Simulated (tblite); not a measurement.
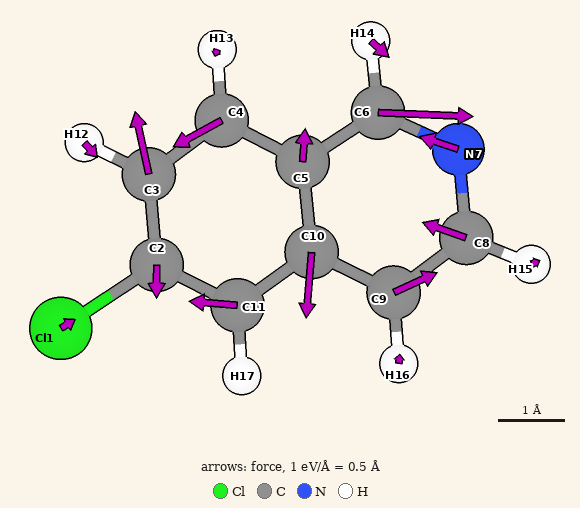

Starting geometry of C$_{9}$H$_{6}$ClN with the computed forces as purple arrows. Style: ball-and-stick. Shown face on.

Theory: tblite 0.8.0, GFN2-xTB geometry optimisation, gas phase. 

**Is this structure relaxed? If not, where do the atoms go?**

It isn't relaxed: the largest force vector, on C6, is 2.94 eV/Å. The final displacements follow the starting forces only in part (cosine between the two patterns 0.50). H14 moves most after the best rigid fit: 0.14 Å. Largest moves by element: H 0.14 Å, C 0.06 Å, Cl 0.03 Å, N 0.02 Å. Some distances before and after: C6–N7 1.350 → 1.303 Å, C5–C10 1.380 → 1.420 Å, Cl1–C2 1.758 → 1.729 Å, C2–C3 1.384 → 1.407 Å. Bond angles that change, for instance: C9–C10–C11 118.1° → 123.1°, C5–C10–C9 122.0° → 117.6°, C3–C4–C5 116.4° → 120.5°. After 17 geometry steps the energy has fallen by 0.325 eV.
